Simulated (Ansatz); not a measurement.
Strength of the Si–H bond: SiH2(OH)(SiH3) → SiH2(OH)(SiH2) + H

Species: SiH2(OH)(SiH3) (disilanol), singlet; SiH2(OH)(SiH2), doublet; H atom, doublet. 

Shapes, held fixed at every level: PBE0-D4/def2-TZVP. Flexible molecules stand in one conformer, not always the lowest. Programs: Ansatz 0.2.0. The zero-point and thermal change to 298 K, harmonic and unscaled (PBE0-D4/def2-TZVP), is -18.7 kJ/mol.

```
               level                   kind  ΔH(298 K) (kJ/mol)  less CCSD(T)/CBS estimate  CPU time (sum over the molecules)
    SPW92/def2-TZVPP                    LDA              +388.0                      +14.0                              5.3 s
   PBE-D4/def2-TZVPP                    GGA              +349.2                      -24.8                               11 s
r2SCAN-D4/def2-TZVPP               meta-GGA              +352.5                      -21.5                               22 s
 BHLYP-D4/def2-TZVPP          global hybrid              +366.8                       -7.2                               13 s
   B2PLYP/def2-TZVPP          double hybrid              +365.1                       -8.9                               20 s
        MP2/def2-SVP    perturbation theory              +342.8                      -31.2                                  –
  CCSD(T)/def2-TZVPP  coupled cluster or CI              +366.3                       -7.7                            5.4 min
CCSD(T)/CBS estimate  coupled cluster or CI              +374.0                        0.0                            6.5 min
```

The highest level, CCSD(T)/CBS estimate, gives ΔH(298 K) = +374.0 kJ/mol; the levels span +342.8 to +388.0. The column of differences is taken from that level and isn't an error. No measured value is set beside it here. Open shells run unrestricted unless RO is named. The CBS estimate extrapolates MP2 from def2-TZVPP and def2-QZVPP and adds CCSD(T) − MP2 in the triple-zeta set, cores frozen. Times are processor times on shared x86 and Arm servers, and rough.

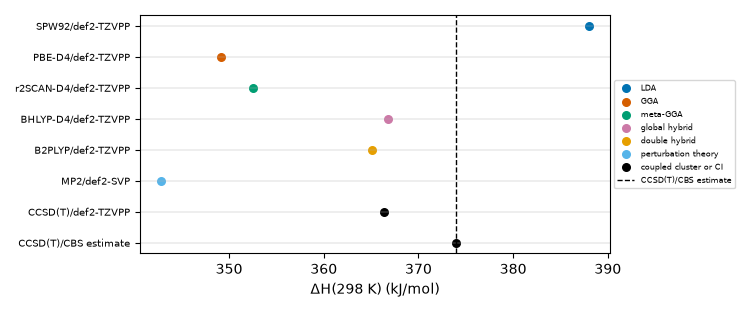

The values of the table, level by level.
